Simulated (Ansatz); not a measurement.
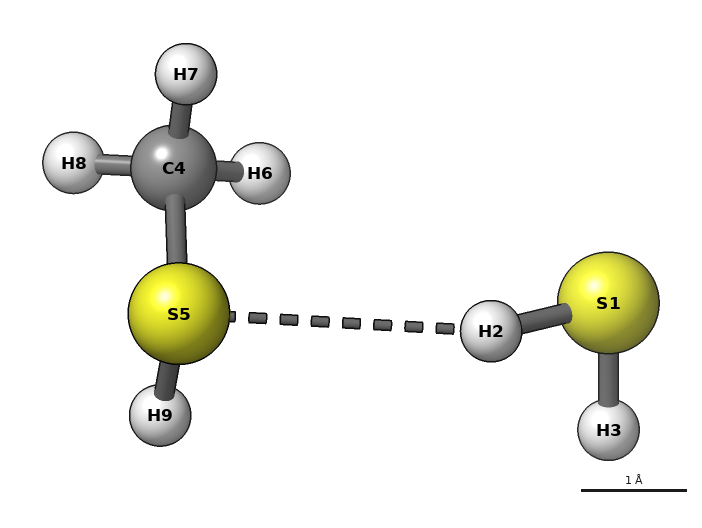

Two molecules or ions; the broken line marks their closest contact (measured against van der Waals radii). Geometry: a pair of rigid molecules at a changed separation. Program: Ansatz 0.2.0.

Question: Which two species are they?

Answer: H2S and CH4S (`CS.S`).

Question: How long is the contact?

Answer: H2···S5 is 3.04 Å.

Give the counterpoise-corrected interaction energy (kJ/mol, monomers kept as in the pair) with RHF-CCSD(T) (frozen core)/def2-TZVPPD; PBE0-D4/def2-TZVPPD; r2SCAN-D4/def2-TZVPPD; PBE-D4/def2-TZVPPD.

| level | interaction energy (kJ/mol) |
| --- | --- |
| RHF-CCSD(T) (frozen core)/def2-TZVPPD | −8.5 |
| PBE0-D4/def2-TZVPPD | −11.0 |
| r2SCAN-D4/def2-TZVPPD | −9.9 |
| PBE-D4/def2-TZVPPD | −11.9 |
